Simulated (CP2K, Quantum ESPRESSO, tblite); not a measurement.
# Which run comes nearest? Random hcp alloy of Hf and Sc (64 atoms)

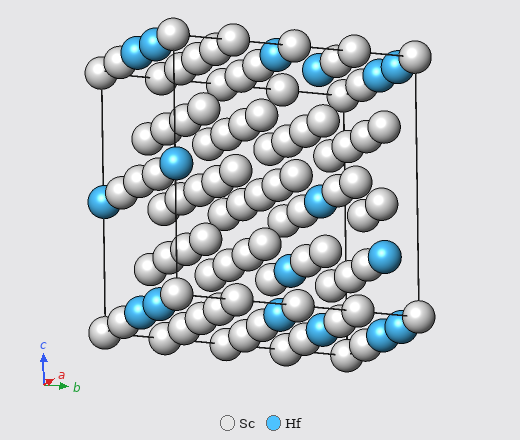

The cell (scandium white, hafnium blue). Some periodic images of atoms are drawn too.

The cell holds 64 atoms: 56 Sc and 8 Hf. Its edges and angles: a = 13.179 Å, b = 13.179 Å, c = 10.491 Å, α = 90.0°, β = 90.0°, γ = 120.0°. It derives from Sc. Hcp Hf, 4 x 4 x 2 conventional cells, 56 of 64 Hf sites given to Sc at random (x = 0.875), lattice by Vegard's rule (a = 3.295 Å, c = 5.245 Å); not relaxed, displaced by a Gaussian of 0.02 Å. Then every atom was moved at random, 0.02 Å r.m.s. a Cartesian component.

Geometry: as built.

The reference, a calculation:

```
method                 : Kohn-Sham DFT, PBE, SSSP efficiency 1.3.0 pseudopotentials, plane waves (Quantum ESPRESSO 7.5); sssp-pbe-1.3.0-efficiency, cutoffs 60/480 Ry, Γ point
r.m.s. force component : 0.1958 eV/Å
longest force          : 0.6377 eV/Å
pressure               : -0.398 GPa
time                   : 7.1 min on 4 MPI ranks of Arm Neoverse V2, shared host
CPU time               : 28 min
```

Runs, in no order:
A. CP2K PBE, SZV-MOLOPT-SR, 800/50 Ry, diagonalisation: Kohn-Sham DFT, PBE, GTH-PBE pseudopotentials, Gaussian and plane waves, SZV-MOLOPT-SR-GTH, diagonalisation
B. CP2K PBE, DZVP-UZH, 280/50 Ry, diagonalisation: Kohn-Sham DFT, PBE, GTH-PBE pseudopotentials, Gaussian and plane waves, DZVP-MOLOPT (UZH set), diagonalisation
C. CP2K PBE, DZVP-UZH, 800/50 Ry, diagonalisation: Kohn-Sham DFT, PBE, GTH-PBE pseudopotentials, Gaussian and plane waves, DZVP-MOLOPT (UZH set), diagonalisation

Q: Order them from the smallest to the largest r.m.s. force difference.

C, B, A.

```csv
run,"Δ force, r.m.s. (meV/Å)",share of r.m.s. force (%),CPU time
"C. CP2K PBE, DZVP-UZH, 800/50 Ry, diagonalisation",5.63,2.87,21 min
"B. CP2K PBE, DZVP-UZH, 280/50 Ry, diagonalisation",23.0,11.7,18 min
"A. CP2K PBE, SZV-MOLOPT-SR, 800/50 Ry, diagonalisation",161,82.0,11 min
```

The electronic-structure runs sample only Γ, in a cell whose shortest periodic width is 10 Å, which is coarse for a cell with partly filled levels.

[Logs are printed without paths, hosts, clocks, repeated set-up lines and the standing remarks that a program may print on its own settings, such as how far it seeks lower states.]

[Hosts, paths, dates, database ids (printed as entryN), source tags and the programs' standing remarks are cut or masked in the printed files.]
